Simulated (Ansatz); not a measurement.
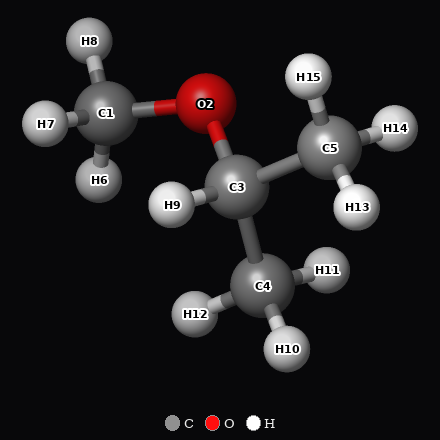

The system is C4H10O, SMILES COC(C)C; the picture shows the reference structure. 
- Coordinates scanned: (1) angle C1–O2–C3; (2) change of the bonds O2–C1, O2–C3, all alike.
- Nothing is relaxed (all other coordinates rigid).
- The grid has 11 × 11 points.
- Points are written as (first, second).
- Energies: eV, counted from the lowest grid point.
- Computed with RKS PBE-D4/def2-SVP (Ansatz).

Its coordinates:

```yaml
atoms:
  - { symbol: C, position_ang: [-1.5890, -0.2908, 1.2677] }
  - { symbol: O, position_ang: [-1.0900, -0.3279, -0.0450] }
  - { symbol: C, position_ang: [0.1652, 0.3253, -0.2282] }
  - { symbol: C, position_ang: [1.3260, -0.4785, 0.3670] }
  - { symbol: C, position_ang: [0.3229, 0.5411, -1.7291] }
  - { symbol: H, position_ang: [-0.9678, -0.8665, 1.9963] }
  - { symbol: H, position_ang: [-1.6779, 0.7552, 1.6553] }
  - { symbol: H, position_ang: [-2.6004, -0.7434, 1.2526] }
  - { symbol: H, position_ang: [0.1271, 1.3245, 0.2797] }
  - { symbol: H, position_ang: [2.2902, 0.0442, 0.2048] }
  - { symbol: H, position_ang: [1.3843, -1.4769, -0.1134] }
  - { symbol: H, position_ang: [1.2107, -0.6276, 1.4593] }
  - { symbol: H, position_ang: [1.2623, 1.0824, -1.9571] }
  - { symbol: H, position_ang: [0.3450, -0.4361, -2.2536] }
  - { symbol: H, position_ang: [-0.5304, 1.1242, -2.1271] }
```

Range: angle C1–O2–C3 from 69.9 to 159.9°; change of the bonds O2–C1, O2–C3, all alike from −0.156 to 0.241 Å.

Question: What will the energy surface look like?

Answer: The lowest grid point is at (114.9°, 0.003 Å). It is the only kind of minimum in the scanned range. The highest grid point, (69.9°, −0.156 Å), lies 13.30 eV above the lowest. Round the minimum the valley is somewhat tilted: raising angle C1–O2–C3 shifts the best value of the second coordinate downwards (coupling k₁₂/√(k₁₁k₂₂) about 0.2).

```csv
"second ↓, first →",69.9,78.9,87.9,96.9,105.9,114.9,123.9,132.9,141.9,150.9,159.9
0.241,4.73,2.60,1.66,1.27,1.16,1.22,1.39,1.63,1.93,2.26,2.59
0.201,4.93,2.54,1.46,1.01,0.87,0.91,1.07,1.32,1.61,1.94,2.25
0.161,5.21,2.55,1.32,0.79,0.61,0.63,0.78,1.02,1.31,1.63,1.94
0.122,5.59,2.63,1.23,0.61,0.39,0.39,0.53,0.76,1.05,1.36,1.65
0.082,6.10,2.80,1.22,0.50,0.22,0.19,0.31,0.53,0.82,1.12,1.40
0.042,6.76,3.10,1.29,0.46,0.12,0.05,0.16,0.37,0.64,0.93,1.20
0.003,7.57,3.52,1.48,0.51,0.10,0.00,0.08,0.27,0.53,0.82,1.08
−0.037,8.61,4.12,1.82,0.70,0.20,0.05,0.10,0.28,0.52,0.79,1.05
−0.076,9.85,4.91,2.32,1.03,0.43,0.23,0.25,0.40,0.63,0.89,1.13
−0.116,11.40,5.96,3.05,1.56,0.85,0.58,0.56,0.69,0.90,1.15,1.38
−0.156,13.30,7.32,4.05,2.34,1.50,1.15,1.08,1.18,1.37,1.60,1.82
```

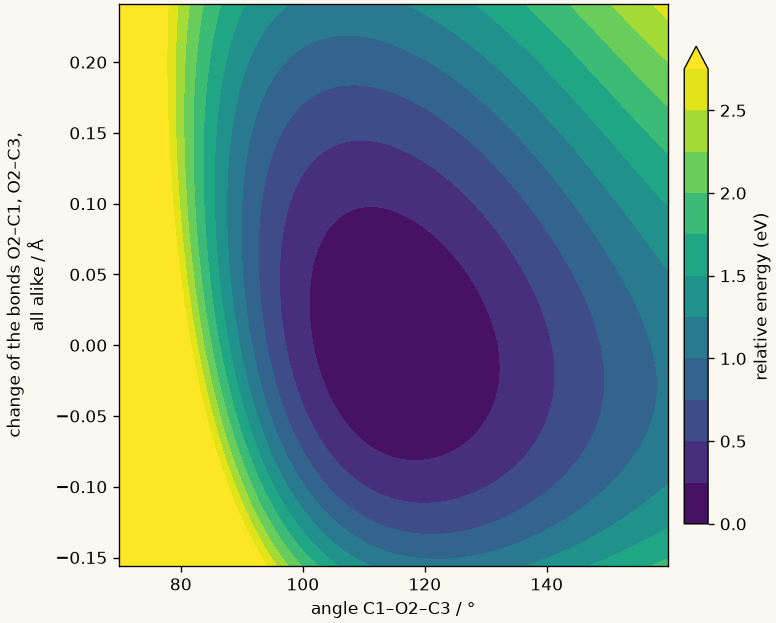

In the figure: filled contours, one colour for all values above the top of the scale. Between grid points the surface is interpolated.

Time for the 121 points that were run: 12 min on 1 thread of Arm Neoverse V1, with other jobs on the host.
